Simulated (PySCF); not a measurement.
C4H11ClOSi2

```xyz
19

Cl    2.5557   -4.7764   -2.1757
Si    3.1379   -2.9108   -1.4865
O     2.2035   -1.7441   -2.1505
Si    0.6964   -1.2548   -2.6832
C    -0.3999   -2.7320   -3.0152
C    -1.8909   -2.3588   -3.2354
C    -2.1804   -2.7864   -1.7844
C    -0.8292   -3.5244   -1.7522
H     2.9880   -2.9309   -0.0076
H     4.5481   -2.7021   -1.8975
H     0.8956   -0.4478   -3.9222
H     0.0952   -0.3872   -1.6234
H     0.0676   -3.3354   -3.8108
H    -2.3682   -3.0228   -3.9721
H    -2.1351   -1.3197   -3.5144
H    -3.0891   -3.3782   -1.5994
H    -2.1892   -1.9239   -1.1007
H    -0.2203   -3.4262   -0.8385
H    -0.9269   -4.5987   -1.9690
```

Geometry: PBE0-D3(BJ)/def2-SVP.

Method: PySCF, PBE0/pcSseg-1, SCF density, gas phase, non-relativistic.

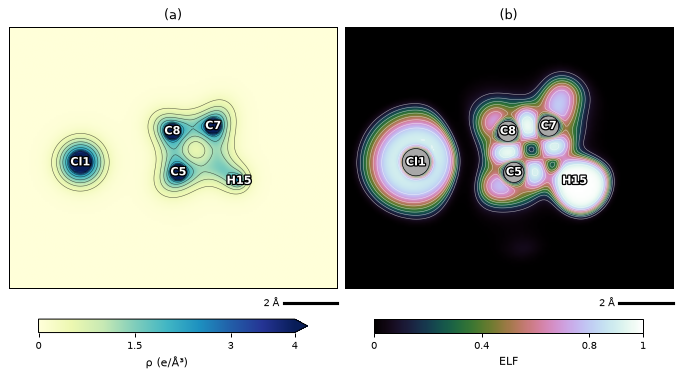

Figure 1. (a) electron density; (b) electron localisation function on the plane of atoms C5, C8 and C7. Grey discs cover the atomic cores in the ELF map.

### Describe what can be read from this map.

- Atoms in the plane: Cl, C and H.
- C–C (1.54 Å): ρ at the midpoint is about 1.6 e/Å³; the ELF peaks at about 0.95 between the atoms (a covalent bond).
- The ELF also peaks beside Cl1, away from the bonds: lone-pair regions.

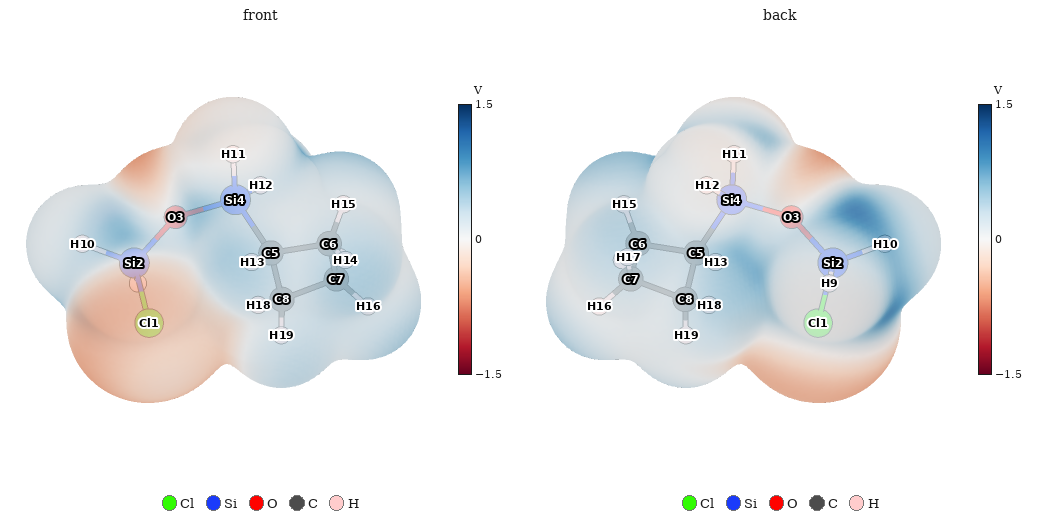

Figure 2. The electrostatic potential painted on the density surface at 0.001 e/bohr³, seen from the front and from behind; the colour scale runs from red (negative) to blue (positive).

### Which sites attract a positive test charge, and which a negative one?

A positive charge is drawn to the negative regions and a negative charge to the positive ones. The most negative region (about −0.6 V, or −14 kcal/mol for a unit charge) lies over Cl1 and O3, the most positive (about +1.0 V, or +23 kcal/mol for a unit charge) over Si2.

### How polar is the molecule by this calculation?

Its dipole moment is 1.03 D.
